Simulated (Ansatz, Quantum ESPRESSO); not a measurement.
# Screening and band shifts of Y2COS MXene, 1 layer, part 4 of 6

How does Y2COS MXene, 1 layer respond to a gate-like field without added charge?

Quantum ESPRESSO 7.5; plane-wave DFT, PBE, GBRV ultrasoft pseudopotentials; geometry and cross-check by Ansatz 0.2.0 with PAW datasets.

So far. Step 6 (Self-consistent run: field 0.1 V/Å): By band count these two levels touch or overlap: there is no gap, and they are no band edges. Step 6 (Self-consistent run: field 0.1 V/Å): The dipole goes from 0.1049 to 0.1485 e Å, 0.4358 e Å per V/Å.

## 7. Potential by pp.x

The input, f1.pot.in:

```
&inputpp
  prefix = 'f1'
  outdir = './out'
  filplot = 'f1.pot.dat'
  plot_num = 11
/
```

Launch:

```bash
> OMP_NUM_THREADS=1 mpirun -n 4 pp.x -in f1.pot.in > f1.pot.out
```

Wall time 1.1 s (4 MPI ranks of Arm Neoverse V2, shared host); peak memory 0.1 GiB.

This step gave:

| Quantity | Value |
| --- | --- |
| slope of the potential above | 0.1000 eV/Å |
| upper vacuum line continued to the top atoms, over the Fermi level | 5.073 eV |
| slope of the potential below | 0.09999 eV/Å |
| lower vacuum line continued to the bottom atoms, over the Fermi level | 6.874 eV |

The slope in the vacuum is 0.100 eV/Å for an applied 0.10 V/Å, as it should be.

## 8. Self-consistent run: field 0.2 V/Å

The input, f2.in:

```
&control
  prefix = 'f2'
  outdir = './out'
  pseudo_dir = './pseudo'
  calculation = 'scf'
  tprnfor = .true.
  tefield = .true.
  dipfield = .true.
/
&system
  ibrav = 0
  nat = 5
  ntyp = 4
  ecutwfc = 40
  ecutrho = 200
  occupations = 'smearing'
  smearing = 'fd'
  degauss = 0.004
  edir = 3
  emaxpos = 0.97
  eopreg = 0.04
  eamp = 0.00388938
/
&electrons
  conv_thr = 1e-09
  mixing_beta = 0.4
  electron_maxstep = 120
  mixing_mode = 'plain'
  startingpot = 'file'
/
ATOMIC_SPECIES
  S   32.0600  s_pbe_v1.4.uspp.F.UPF
  Y   88.9058  y_pbe_v1.4.uspp.F.UPF
  C   12.0110  c_pbe_v1.2.uspp.F.UPF
  O   15.9990  o_pbe_v1.2.uspp.F.UPF
CELL_PARAMETERS angstrom
  3.63488059358077 -0.00000000000000 0.00000000000000
  -1.81744029679038 3.14789893376401 0.00000000000000
  0.00000000000000 0.00000000000000 22.89722030950000
ATOMIC_POSITIONS crystal
  S   0.333333333333 0.666666666667 0.378385210280
  Y   0.666666666667 0.333333333333 0.449157038062
  C   -0.000000000000 0.000000000000 0.509226024627
  Y   0.333333333333 0.666666666667 0.587599042839
  O   0.666666666667 0.333333333333 0.617204587792
K_POINTS automatic
  12 12 1 0 0 0
```

Launch:

```bash
> cp -r out/f0.save out/f2.save
> OMP_NUM_THREADS=1 mpirun -n 4 pw.x -nk 4 -in f2.in > f2.out
```

What it wrote:

```text
[banner, memory and clock lines left out]
Program PWSCF v.7.5 starts
[...]
number of electrons       =        38.00
     number of Kohn-Sham states=           23
     kinetic-energy cutoff     =      40.0000  Ry
     charge density cutoff     =     200.0000  Ry
[...]
number of k points=    74  Fermi-Dirac smearing, width (Ry)=  0.0040
[...]
Dense  grid:    84603 G-vectors     FFT dimensions: (  32,  32, 200)
[...]
The initial density is read from file :
[...]
negative rho (up, down):  4.598E-04 0.000E+00
[...]
Starting wfcs are   38 randomized atomic wfcs
[...]
negative rho (up, down):  4.589E-04 0.000E+00
[...]
estimated scf accuracy    <       0.17835073 Ry
[...]
negative rho (up, down):  3.864E-04 0.000E+00
[...]
estimated scf accuracy    <      12.37031642 Ry
[...]
negative rho (up, down):  3.893E-04 0.000E+00
[...]
estimated scf accuracy    <       0.00779329 Ry
[...]
negative rho (up, down):  3.910E-04 0.000E+00
[...]
estimated scf accuracy    <       0.00373635 Ry
[...]
negative rho (up, down):  3.984E-04 0.000E+00
[...]
estimated scf accuracy    <       0.00125059 Ry
[...]
negative rho (up, down):  4.148E-04 0.000E+00
[...]
estimated scf accuracy    <       0.00028069 Ry
[...]
negative rho (up, down):  4.317E-04 0.000E+00
[...]
estimated scf accuracy    <       0.00005983 Ry
[...]
negative rho (up, down):  4.583E-04 0.000E+00
[...]
estimated scf accuracy    <       0.00001761 Ry
[...]
negative rho (up, down):  4.552E-04 0.000E+00
[...]
estimated scf accuracy    <       0.00000105 Ry
[...]
negative rho (up, down):  4.611E-04 0.000E+00
[...]
estimated scf accuracy    <       0.00000028 Ry
[...]
negative rho (up, down):  4.622E-04 0.000E+00
[...]
estimated scf accuracy    <       0.00000008 Ry
[...]
negative rho (up, down):  4.625E-04 0.000E+00
[...]
estimated scf accuracy    <          4.7E-09 Ry
[...]
negative rho (up, down):  4.625E-04 0.000E+00
[...]
estimated scf accuracy    <          1.3E-09 Ry
[...]
negative rho (up, down):  4.624E-04 0.000E+00
[...]
Computed dipole along edir(3) :
        Dipole                0.3629 Ry au,          0.9224 Debye
        Dipole field          0.0026 Ry au,
        E field amplitude [Ha a.u.]:  3.8894E-03
        Potential amp.        0.1088 Ry
        Total length         41.5387 bohr
[...]
the Fermi energy is    -1.0743 ev
!    total energy              =    -253.82870539 Ry
     estimated scf accuracy    <          4.3E-10 Ry
     smearing contrib. (-TS)   =      -0.00332829 Ry
     internal energy E=F+TS    =    -253.82537710 Ry
[...]
one-electron contribution =   -1586.49888571 Ry
     hartree contribution      =     797.08957150 Ry
     xc contribution           =     -74.07651325 Ry
     ewald contribution        =     609.66233719 Ry
     electric field correction =      -0.00188684 Ry
     convergence has been achieved in  14 iterations
     negative rho (up, down):  4.624E-04 0.000E+00
[...]
Total force =     0.004960     Total SCF correction =     0.000087
[...]
```

Elapsed: 93 s, on 4 MPI ranks; peak memory 0.75 GiB; 6.2 min of CPU time.

This step gave:

```
free energy                          : -3453.5155 eV
energy at zero smearing              : -3453.4928 eV
Fermi energy                         : -1.074 eV
dipole along the normal              : 0.1920 e·Å
valence top, on the run's zero       : -0.1755 eV
conduction bottom, on the run's zero : -1.385 eV
```

By band count these two levels touch or overlap: there is no gap, and they are no band edges.

The dipole goes from 0.1049 to 0.1920 e Å, 0.4358 e Å per V/Å.

## 9. Electrostatic potential

The input, f2.pot.in:

```
&inputpp
  prefix = 'f2'
  outdir = './out'
  filplot = 'f2.pot.dat'
  plot_num = 11
/
```

Launch:

```bash
> OMP_NUM_THREADS=1 mpirun -n 4 pp.x -in f2.pot.in > f2.pot.out
```

Wall time 1.1 s (4 MPI ranks); peak memory 0.11 GiB.

Numbers from this step:

* slope of the potential above: 0.2000 eV/Å
* upper vacuum line continued to the top atoms, over the Fermi level: 5.024 eV
* slope of the potential below: 0.2000 eV/Å
* lower vacuum line continued to the bottom atoms, over the Fermi level: 6.967 eV

The slope in the vacuum is 0.200 eV/Å for an applied 0.20 V/Å, as it should be.

## 10. Band structure: field 0.2 V/Å

The input, f2.bands.in:

```
&control
  prefix = 'f2.bands'
  outdir = './out'
  pseudo_dir = './pseudo'
  calculation = 'bands'
  tefield = .true.
  dipfield = .true.
/
&system
  ibrav = 0
  nat = 5
  ntyp = 4
  ecutwfc = 40
  ecutrho = 200
  occupations = 'smearing'
  smearing = 'fd'
  degauss = 0.004
  edir = 3
  emaxpos = 0.97
  eopreg = 0.04
  eamp = 0.00388938
  nbnd = 25
/
&electrons
  conv_thr = 1e-07
  mixing_beta = 0.4
  electron_maxstep = 120
  mixing_mode = 'local-TF'
/
ATOMIC_SPECIES
  S   32.0600  s_pbe_v1.4.uspp.F.UPF
  Y   88.9058  y_pbe_v1.4.uspp.F.UPF
  C   12.0110  c_pbe_v1.2.uspp.F.UPF
  O   15.9990  o_pbe_v1.2.uspp.F.UPF
CELL_PARAMETERS angstrom
  3.63488059358077 -0.00000000000000 0.00000000000000
  -1.81744029679038 3.14789893376401 0.00000000000000
  0.00000000000000 0.00000000000000 22.89722030950000
ATOMIC_POSITIONS crystal
  S   0.333333333333 0.666666666667 0.378385210280
  Y   0.666666666667 0.333333333333 0.449157038062
  C   -0.000000000000 0.000000000000 0.509226024627
  Y   0.333333333333 0.666666666667 0.587599042839
  O   0.666666666667 0.333333333333 0.617204587792
K_POINTS crystal_b
4
  0.0000000000 0.0000000000 0.0000000000 14
  0.5000000000 0.0000000000 0.0000000000 14
  0.3333333333 0.3333333333 0.0000000000 14
  0.0000000000 0.0000000000 0.0000000000 1
```

Launch:

```bash
> cp -r out/f2.save out/f2.bands.save
> cp out/f2.xml out/f2.bands.xml
> OMP_NUM_THREADS=1 mpirun -n 4 pw.x -nk 4 -in f2.bands.in > f2.bands.out
```

What it wrote:

```text
[banner, memory and clock lines left out]
Program PWSCF v.7.5 starts
[citation notice left out]

[...]
bravais-lattice index     =            0
     lattice parameter (alat)  =       6.8689  a.u.
     unit-cell volume          =    1768.0327 (a.u.)^3
     number of atoms/cell      =            5
     number of atomic types    =            4
     number of electrons       =        38.00
     number of Kohn-Sham states=           25
     kinetic-energy cutoff     =      40.0000  Ry
     charge density cutoff     =     200.0000  Ry
     Exchange-correlation= SLA  PW   PBE  PBE
                           (   1   4   3   4   0   0   0)

[...]
PseudoPot. # 1 for S  read from file:
     ./pseudo/s_pbe_v1.4.uspp.F.UPF
     Pseudo is Ultrasoft + core correction, Zval =  6.0
     Generated by new atomic code, or converted to UPF format
     Using radial grid of  907 points,  6 beta functions with:
                l(1) =   0
                l(2) =   0
                l(3) =   1
                l(4) =   1
                l(5) =   2
                l(6) =   2
     Q(r) pseudized with  8 coefficients,  rinner =    1.300   1.300   1.300
                                                       1.300   1.300

     PseudoPot. # 2 for Y  read from file:
     ./pseudo/y_pbe_v1.4.uspp.F.UPF
     Pseudo is Ultrasoft + core correction, Zval = 11.0
     Generated by new atomic code, or converted to UPF format
     Using radial grid of  885 points,  6 beta functions with:
                l(1) =   0
                l(2) =   0
                l(3) =   1
                l(4) =   1
                l(5) =   2
                l(6) =   2
     Q(r) pseudized with  8 coefficients,  rinner =    1.200   1.200   1.200
                                                       1.200   1.200

     PseudoPot. # 3 for C  read from file:
     ./pseudo/c_pbe_v1.2.uspp.F.UPF
     Pseudo is Ultrasoft + core correction, Zval =  4.0
     Generated by new atomic code, or converted to UPF format
     Using radial grid of  721 points,  4 beta functions with:
                l(1) =   0
                l(2) =   0
                l(3) =   1
                l(4) =   1
     Q(r) pseudized with  8 coefficients,  rinner =    1.100   1.100   1.100

     PseudoPot. # 4 for O  read from file:
     ./pseudo/o_pbe_v1.2.uspp.F.UPF
     Pseudo is Ultrasoft + core correction, Zval =  6.0
     Generated by new atomic code, or converted to UPF format
     Using radial grid of  737 points,  5 beta functions with:
                l(1) =   0
                l(2) =   0
                l(3) =   1
                l(4) =   1
                l(5) =   2
     Q(r) pseudized with  8 coefficients,  rinner =    0.900   0.900   0.900
                                                       0.900   0.900

     atomic species   valence    mass     pseudopotential
     S                 6.00    32.06000     S ( 1.00)
     Y                11.00    88.90580     Y ( 1.00)
     C                 4.00    12.01100     C ( 1.00)
     O                 6.00    15.99900     O ( 1.00)

     No symmetry found

[...]
number of k points=    43  Fermi-Dirac smearing, width (Ry)=  0.0040
[...]
Dense  grid:    84603 G-vectors     FFT dimensions: (  32,  32, 200)

     Smooth grid:    60421 G-vectors     FFT dimensions: (  27,  27, 180)

     The potential is recalculated from file :
     ./out/f2.bands.save/charge-density

     negative rho (up, down):  4.624E-04 0.000E+00

     Adding external electric field

     Computed dipole along edir(3) :
        Dipole                0.3629 Ry au,          0.9224 Debye
        Dipole field          0.0026 Ry au,

        E field amplitude [Ha a.u.]:  3.8894E-03
        Potential amp.        0.1088 Ry
        Total length         41.5387 bohr

     Starting wfcs are   38 randomized atomic wfcs

     Band Structure Calculation
     Davidson diagonalization with overlap

     ethr =  2.63E-10,  avg # of iterations = 58.3

     End of band structure calculation

          k = 0.0000 0.0000 0.0000 (  7455 PWs)   bands (ev):

   -42.0644 -41.6497 -22.3356 -21.8929 -21.8929 -21.8516 -21.5299 -21.5299
   -17.5946 -12.4017  -9.5488  -4.2133  -4.2133  -4.0089  -3.1836  -1.8899
    -1.8899  -1.1142  -0.1753  -0.1753   2.8040   3.0757   3.0757   3.1552
     4.0794

          k = 0.0357 0.0206 0.0000 (  7448 PWs)   bands (ev):

   -42.0638 -41.6491 -22.3350 -21.9097 -21.8946 -21.8461 -21.5369 -21.5313
   -17.5825 -12.3930  -9.5468  -4.2372  -4.2024  -3.9738  -3.1783  -1.9447
    -1.8865  -1.0649  -0.2477  -0.1991   2.8087   3.0682   3.1090   3.1692
     4.0213

[...]
```

Run time: 36 s. Hardware: 4 MPI ranks; peak memory 0.39 GiB.

This step gave:

| Property | Result |
| --- | --- |
| valence top, on the run's zero | -0.1753 eV |

Band numbers count within the set of bands kept for display. Electronic bands along the path, in eV, zero at the Fermi level; # counts the bands kept:

```
point     #6     #7     #8     #9    #10   #11   #12   #13
    Γ  -0.82  -0.82  -0.04   0.90   0.90  3.88  4.15  4.15
    M  -1.58  -1.03  -0.98  -0.25   0.19  2.68  4.85  4.98
    K  -1.73  -1.43  -1.14  -0.68  -0.31  3.90  4.85  4.96
    Γ  -0.82  -0.82  -0.04   0.90   0.90  3.88  4.15  4.15
```

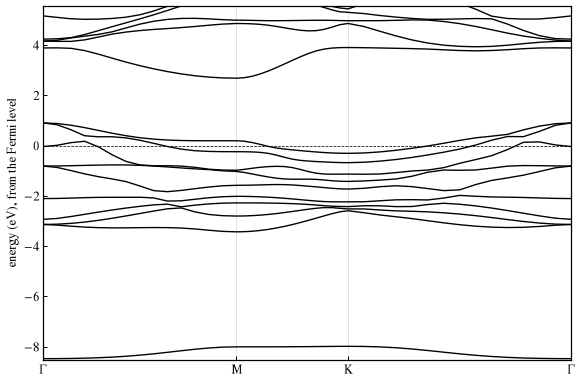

Electronic bands along the path.

By band count these two levels touch or overlap: there is no gap, and they are no band edges.

Upper empty bands that drop with the field can be states of the vacuum, held by the sawtooth; they depend on the cell's width.

## 11. Ground state: field 0.3 V/Å

f3.in is the input of step 8 with these lines changed:

```diff
@@ -1,3 +1,3 @@
 &control
-  prefix = 'f2'
+  prefix = 'f3'
   outdir = './out'
@@ -21,3 +21,3 @@
   eopreg = 0.04
-  eamp = 0.00388938
+  eamp = 0.00583407
 /
```

Launch:

```bash
> cp -r out/f0.save out/f3.save
> OMP_NUM_THREADS=1 mpirun -n 4 pw.x -nk 4 -in f3.in > f3.out
```

What it wrote:

```text
[banner, memory and clock lines left out]
Program PWSCF v.7.5 starts
[...]
number of electrons       =        38.00
     number of Kohn-Sham states=           23
     kinetic-energy cutoff     =      40.0000  Ry
     charge density cutoff     =     200.0000  Ry
[...]
number of k points=    74  Fermi-Dirac smearing, width (Ry)=  0.0040
[...]
Dense  grid:    84603 G-vectors     FFT dimensions: (  32,  32, 200)
[...]
The initial density is read from file :
[...]
negative rho (up, down):  4.598E-04 0.000E+00
[...]
Starting wfcs are   38 randomized atomic wfcs
[...]
negative rho (up, down):  4.575E-04 0.000E+00
[...]
estimated scf accuracy    <       0.34598525 Ry
[...]
negative rho (up, down):  3.637E-04 0.000E+00
[...]
estimated scf accuracy    <      57.05030100 Ry
[...]
negative rho (up, down):  3.623E-04 0.000E+00
[...]
estimated scf accuracy    <       0.10614571 Ry
[...]
negative rho (up, down):  3.571E-04 0.000E+00
[...]
estimated scf accuracy    <       0.04743675 Ry
[...]
negative rho (up, down):  3.563E-04 0.000E+00
[...]
estimated scf accuracy    <       0.03270132 Ry
[...]
negative rho (up, down):  3.592E-04 0.000E+00
[...]
estimated scf accuracy    <       0.01348766 Ry
[...]
negative rho (up, down):  3.650E-04 0.000E+00
[...]
estimated scf accuracy    <       0.00977449 Ry
[...]
negative rho (up, down):  3.742E-04 0.000E+00
[...]
estimated scf accuracy    <       0.00587739 Ry
[...]
negative rho (up, down):  3.984E-04 0.000E+00
[...]
estimated scf accuracy    <       0.00333560 Ry
[...]
negative rho (up, down):  4.312E-04 0.000E+00
[...]
estimated scf accuracy    <       0.00076791 Ry
[...]
negative rho (up, down):  4.451E-04 0.000E+00
[...]
estimated scf accuracy    <       0.00003287 Ry
[...]
negative rho (up, down):  4.558E-04 0.000E+00
[...]
estimated scf accuracy    <       0.00000874 Ry
[...]
negative rho (up, down):  4.622E-04 0.000E+00
[...]
estimated scf accuracy    <       0.00000381 Ry
[...]
negative rho (up, down):  4.607E-04 0.000E+00
[...]
estimated scf accuracy    <       0.00000325 Ry
[...]
negative rho (up, down):  4.637E-04 0.000E+00
[...]
estimated scf accuracy    <       0.00000066 Ry
[...]
negative rho (up, down):  4.636E-04 0.000E+00
[...]
estimated scf accuracy    <       0.00000016 Ry
[...]
negative rho (up, down):  4.634E-04 0.000E+00
[...]
estimated scf accuracy    <          8.4E-09 Ry
[...]
negative rho (up, down):  4.632E-04 0.000E+00
[...]
estimated scf accuracy    <          1.3E-09 Ry
[...]
negative rho (up, down):  4.633E-04 0.000E+00
[...]
estimated scf accuracy    <          1.3E-09 Ry
[...]
negative rho (up, down):  4.632E-04 0.000E+00
[...]
Computed dipole along edir(3) :
        Dipole                0.4452 Ry au,          1.1317 Debye
        Dipole field          0.0032 Ry au,
        E field amplitude [Ha a.u.]:  5.8341E-03
        Potential amp.        0.2218 Ry
        Total length         41.5387 bohr
[...]
the Fermi energy is    -1.0797 ev
!    total energy              =    -253.83027699 Ry
     estimated scf accuracy    <          6.5E-11 Ry
     smearing contrib. (-TS)   =      -0.00334458 Ry
     internal energy E=F+TS    =    -253.82693241 Ry
[...]
one-electron contribution =   -1586.41567652 Ry
     hartree contribution      =     797.00685892 Ry
     xc contribution           =     -74.07666590 Ry
     ewald contribution        =     609.66233719 Ry
     electric field correction =      -0.00378611 Ry
     convergence has been achieved in  20 iterations
     negative rho (up, down):  4.632E-04 0.000E+00
[...]
Total force =     0.007692     Total SCF correction =     0.000023
[...]
```

It took 2 min on 4 MPI ranks; peak memory 0.89 GiB.

This step gave:

| Property | Result |
| --- | --- |
| free energy | -3453.5369 eV |
| energy at zero smearing | -3453.5141 eV |
| Fermi energy | -1.080 eV |
| dipole along the normal | 0.2356 e·Å |
| valence top, on the run's zero | -0.1830 eV |

By band count these two levels touch or overlap: there is no gap, and they are no band edges.

The dipole goes from 0.1049 to 0.2356 e Å, 0.4358 e Å per V/Å.

## 12. Electrostatic potential

The input, f3.pot.in:

```
&inputpp
  prefix = 'f3'
  outdir = './out'
  filplot = 'f3.pot.dat'
  plot_num = 11
/
```

Launch:

```bash
> OMP_NUM_THREADS=1 mpirun -n 4 pp.x -in f3.pot.in > f3.pot.out
```

The job ended after 1.1 s (4 MPI ranks; peak memory 0.11 GiB; 4.1 s of CPU time).

This step gave:

| Property | Result |
| --- | --- |
| slope of the potential above | 0.3000 eV/Å |
| upper vacuum line continued to the top atoms, over the Fermi level | 4.976 eV |
| slope of the potential below | 0.3000 eV/Å |
| lower vacuum line continued to the bottom atoms, over the Fermi level | 7.062 eV |

The slope in the vacuum is 0.300 eV/Å for an applied 0.30 V/Å, as it should be.

Each curve counts from the Fermi level of its own run.

The potential energy (potential at 0 V/Å) oscillates, so the rows of the table below give means over windows of 2.86 Å about each position, cut where the curve ends. Its maxima inside the range that stand out by 2 % of the span (Å: eV): 9.4: -2.93, 11.2: -3.15, 12.2: 0.234. Its minima: 8.7: -8.29, 10.3: -18.4, 11.6: -4.60, 13.5: -19.1.

The runs together. Potential energy against z; means over each step:

```
z (Å)  potential at 0 V/Å (eV)  potential at 0.1 V/Å (eV)  potential at 0.2 V/Å (eV)  potential at 0.3 V/Å (eV)
 1.43                     6.76                       6.15                       5.54                       4.92
 4.29                     6.78                       6.44                       6.09                       5.75
 7.15                     4.22                       4.14                       4.06                       3.98
10.01                    -8.71                      -8.72                      -8.72                      -8.72
12.87                    -8.42                      -8.41                      -8.40                      -8.38
15.73                     3.67                       3.80                       3.92                       4.05
18.59                     5.12                       5.52                       5.92                       6.31
21.45                     5.23                       5.80                       6.38                       6.95
```

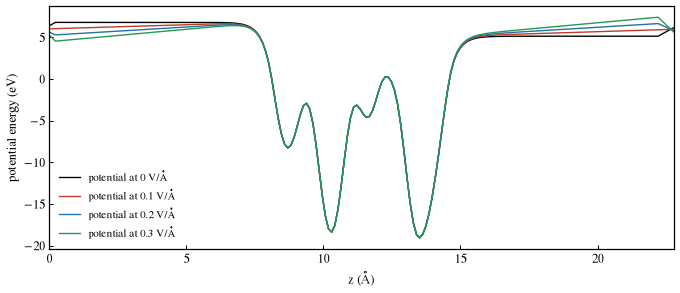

Potential energy against z.

[end of part 4 of 6]

[Logs are printed without paths, hosts, clocks, repeated set-up lines and the standing remarks that a program may print on its own settings, such as how far it seeks lower states.]

[Hosts, paths, dates, database ids (printed as entryN), source tags and the programs' standing remarks are cut or masked in the printed files.]

[Maps of the electrostatic potential energy from Ansatz leave out the sawtooth potential of an applied field or a dipole correction, so their vacuum need not be flat; planar profiles and work functions include it.]
